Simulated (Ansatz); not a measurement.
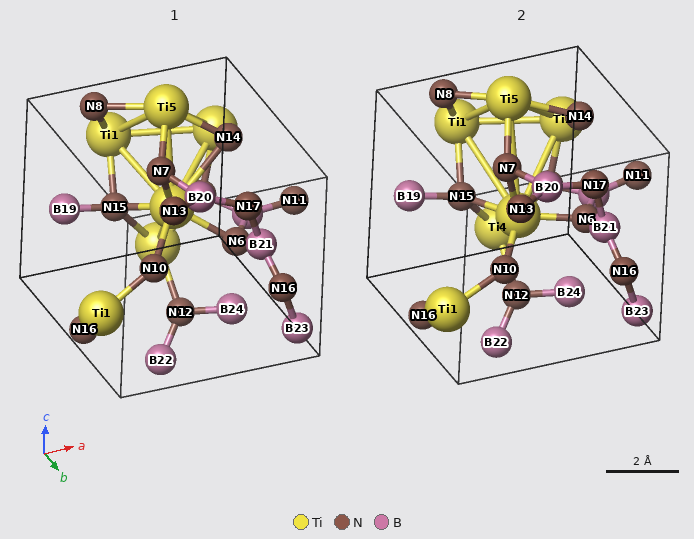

Two geometries of an amorphous cell of composition Ti5B7N12 (coarse preliminary run), drawn at one scale. One is the start of a relaxation, the other its converged end. The picture is a ball-and-stick view of the cell of the calculation, reduced to other axes (origin shifted), seen from a free direction. Lengths and directions refer to the drawn axes.

All numbers below come from DFT PBE, scalar-relativistic, plane waves, PAW (Ansatz). Set-up: plane-wave cutoff 420 eV; k-point mesh 2 × 2 × 2; occupations gaussian; smearing width 0.1 eV; mesh shifted by (0.5, 0.5, 0.5); no spin polarisation; cell and atoms relaxed; force threshold 0.04 eV/Å; at most 70 steps.

### Which geometry has the lower energy?

Structure 1 is the relaxed one. Case: the quenched liquid. The atom that moves furthest relative to the cell is a Ti atom (0.61 Å along [1 −3 3]). By element the largest moves are Ti 0.61 Å, N 0.41 Å, B 0.20 Å. Cell: a 6.067 → 5.963 Å (−1.7 %), b 6.166 → 6.615 Å (+7.3 %), c 6.189 → 5.774 Å (−6.7 %), α 89.1° → 92.8°, β 87.3° → 86.8°, γ 87.4° → 85.8°. Volume −2.0 %. Near-neighbour distances that change, for instance: N–Ti 3.307 → 2.510 Å, N–Ti 3.298 → 2.546 Å, N–Ti 2.254 → 2.879 Å, N–Ti 3.162 → 2.602 Å. Bond angles that change, for instance: Ti–N–B 134.7° → 111.2°, Ti–N–B 132.6° → 114.0°, Ti–N–Ti 139.5° → 122.9°. After 21 accepted moves (29 points after the start) the energy has fallen by 62.7 meV per atom. The largest force component goes from 2.7 to 0.029 eV/Å. Pressure: −2.45 GPa at the start and −0.07 GPa at the end. The line search rejected the trial steps at points 6, 8, 16, 19, 24, 26 of the run. The SCF was repeated twice at an unchanged geometry on a basis and grid sized afresh for the cell, which shifted the energy by 1.1 meV per atom at most. Cost: 3.6 min on 2 threads of Arm Neoverse V2, on a shared host, peak memory 0.59 GiB.

Limits of the set-up: the cell has an odd number of electrons but was run without spin polarisation; the k-point mesh is coarse for a cell with partly filled bands; the periodic images lie only 6.1 Å apart, so the values are limited by the cell's size.
